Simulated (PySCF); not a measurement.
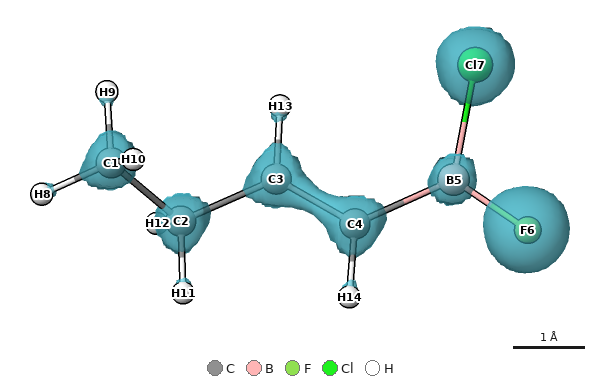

Figure 1: C4H7BClF (SMILES CC/C=C/B(F)Cl). Isosurface of the total electron density at 2 e/Å³ (cyan), seen across its widest extent.

Geometry: GFN2-xTB.

All numbers below come from PBE0/def2-SVPD, SCF density, gas phase in PySCF.

```xyz
14

C    -2.1145    0.1740    0.5316
C    -1.1009    0.1724   -0.6135
C     0.2918    0.3039   -0.1059
C     1.3014   -0.5247   -0.3948
B     2.7422   -0.3718    0.1300
F     3.6826   -1.2404   -0.2230
Cl    3.2399    0.8987    1.1784
H    -3.1246    0.0932    0.1380
H    -2.0404    1.0921    1.1095
H    -1.9337   -0.6665    1.1972
H    -1.2019   -0.7408   -1.2021
H    -1.3093    1.0254   -1.2669
H     0.4692    1.1465    0.5513
H     1.0975   -1.3625   -1.0520
```

Q: What does this surface tell about the bonding?

A: At this value the surface falls into 13 separate pieces. It bridges the sampled C–C (1.34 Å) contacts, where the density stays above the isovalue. It is pinched off along the sampled B–F (1.33 Å), C–B (1.54 Å) and B–Cl (1.72 Å) contacts. On the grid the lowest density along these lines, outside the cores, is 1.4 e/Å³ (B–F, 1.33 Å), 2.3 e/Å³ (C–C, 1.34 Å), 1.3 e/Å³ (C–B, 1.54 Å) and 1 e/Å³ (B–Cl, 1.72 Å).
